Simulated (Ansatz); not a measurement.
# CCSD/cc-pVDZ run of CH5GaO2 (SMILES [CH3][Ga]([OH])[OH])

Aim: the energy change on altering one bond length of CH5GaO2 at CCSD/cc-pVDZ, from 2 runs. 

The results are computed with Ansatz 0.2.0.

80 further runs of the same task are left out: 3 that didn't finish, 77 set aside as unsound or not needed. Runs told in other sessions of the task aren't counted.

## (1) Starting point

CH5GaO2 has 9 atoms, charge 0, and is taken as a singlet. As SMILES, `[CH3][Ga]([OH])[OH]`. Geometry: relaxed at PBE0-D4/def2-TZVP. This is one conformer, not always the lowest.

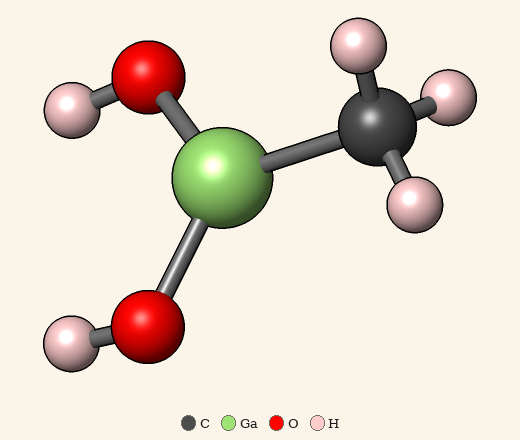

Viewed from a chosen angle; carbon dark grey, gallium green, oxygen red, hydrogen pink.

## (2) The energy at CCSD/cc-pVDZ

The input, run.yaml:

```yaml
basis:
  gaussian: {orbitals: cc-pVDZ}
crystal:
  periodic: [false, false, false]
  atoms:
    - {symbol: C, position_ang: [0.139500, 0.740600, -1.385600]}
    - {symbol: Ga, position_ang: [-0.022300, -0.180400, 0.314900]}
    - {symbol: O, position_ang: [0.237900, -1.947500, 0.443200]}
    - {symbol: O, position_ang: [-0.435700, 0.706800, 1.814800]}
    - {symbol: H, position_ang: [0.259800, 0.024500, -2.197900]}
    - {symbol: H, position_ang: [1.005300, 1.404900, -1.368100]}
    - {symbol: H, position_ang: [-0.746600, 1.349900, -1.568800]}
    - {symbol: H, position_ang: [0.141200, -2.314500, 1.323600]}
    - {symbol: H, position_ang: [-0.490700, 0.169600, 2.607000]}
correlation: {method: ccsd, frozen_orbitals: {C: 1, Ga: 9, H: 0, O: 1}}
accuracy: high
scf: {omitted_lower_state_checks: [cluster_reference, increment]}
```

On the command line:

```
$ ansatz run run.yaml --threads 1 --pin off --max-ram 3480MiB --events-out events.jsonl --progress --plain --runs-dir runs
```

Output, shortened:

```text
Warning: RAYON_NUM_THREADS=1 ignored (pool sized by the plan → 1); use --threads N
Functional definition: HF
  name "HF"
[...]
2140 factors; integrals over basis functions are off by at most 4.7e-9 eV
[...]
mean field -57519.25920277 eV, -2113.7937877478 hartree, gradient 3.0e-8 eV, S^2 0.000000; 0 other end points of the search recorded, 0 dependent functions left out
12 core orbitals not correlated: weight in the atoms' cores, before any rotation towards them, 1.000 or more for the frozen orbitals, at most 0.000 for the correlated occupied ones
reference -57519.25920277 eV, -2113.7937877478 hartree; 17, 17 occupied and 65, 65 virtual orbitals, 2140 factors
second order -16.70299796 eV of doubles, -0.00000000 eV of singles
cycle   1  -16.94869499 eV  change   -2.5e-1 eV  update   1.0e-1
[...]
cycle  20  -17.48296427 eV  change    3.1e-9 eV  update   1.2e-9
Total energy: -57536.74216704 eV, -2114.4362748341 hartree
Checks for a lower state left out: cluster_reference, increment
```

Run time: 29 s. Hardware: 1 thread of Arm Neoverse V2, shared host; peak memory 0.6 GiB.

## (3) The distorted shape at the same level

The input, job.yaml:

```yaml
crystal:
  periodic: [false, false, false]
  atoms:
    - {symbol: C, position_ang: [0.121452, 0.848032, -1.263735]}
    - {symbol: Ga, position_ang: [-0.040348, -0.072968, 0.436765]}
    - {symbol: O, position_ang: [0.219852, -1.840068, 0.565065]}
    - {symbol: O, position_ang: [-0.453748, 0.814232, 1.936665]}
    - {symbol: H, position_ang: [0.259800, 0.024500, -2.197900]}
    - {symbol: H, position_ang: [0.987252, 1.512332, -1.246235]}
    - {symbol: H, position_ang: [-0.764648, 1.457332, -1.446935]}
    - {symbol: H, position_ang: [0.123152, -2.207068, 1.445465]}
    - {symbol: H, position_ang: [-0.508748, 0.277032, 2.728865]}
basis:
  gaussian:
    orbitals: cc-pVDZ
correlation:
  method: ccsd
  frozen_orbitals: {C: 1, Ga: 9, H: 0, O: 1}
accuracy: high
scf:
  omitted_lower_state_checks: [cluster_reference, increment]
```

On the command line:

```
$ ansatz run job.yaml --threads 1 --pin off --max-ram 3480MiB --events-out events.jsonl --progress --plain --runs-dir runs
```

Output, shortened:

```text
Warning: RAYON_NUM_THREADS=1 ignored (pool sized by the plan → 1); use --threads N
Functional definition: HF
  name "HF"
[...]
2148 factors; integrals over basis functions are off by at most 4.6e-9 eV
[...]
mean field -57518.90034275 eV, -2113.7805998851 hartree, gradient 3.4e-8 eV, S^2 0.000000; 0 other end points of the search recorded, 0 dependent functions left out
12 core orbitals not correlated: weight in the atoms' cores, before any rotation towards them, 1.000 or more for the frozen orbitals, at most 0.000 for the correlated occupied ones
reference -57518.90034275 eV, -2113.7805998851 hartree; 17, 17 occupied and 65, 65 virtual orbitals, 2148 factors
second order -16.75714152 eV of doubles, -0.00000000 eV of singles
cycle   1  -17.00371123 eV  change   -2.5e-1 eV  update   1.0e-1
[...]
cycle  20  -17.55460780 eV  change   -2.1e-9 eV  update   2.7e-9
Total energy: -57536.45495055 eV, -2114.4257198227 hartree
Checks for a lower state left out: cluster_reference, increment
```

It took 28 s on 1 thread of Arm Neoverse V2, shared host; peak memory 0.6 GiB.

## (4) Outcome

Level: CCSD/cc-pVDZ, 12 core orbitals frozen.

| quantity | value |
| --- | --- |
| first shape: total energy | -2114.43627 Eh |
| first shape: correlation energy (12 core orbitals frozen) | -642.5 mEh |
| first shape: T1 diagnostic | 0.013 |
| distorted shape: total energy | -2114.42572 Eh |
| distorted shape: correlation energy (12 core orbitals frozen) | -645.1 mEh |
| distorted shape: T1 diagnostic | 0.013 |
| energy change with the C1–H5 bond stretched from 1.090 to 1.253 Å | 0.287 eV |

With the C1–H5 bond stretched from 1.090 to 1.253 Å the energy rises by 0.29 eV (6.6 kcal/mol). The first shape isn't relaxed at this level, so the change isn't measured from a minimum.
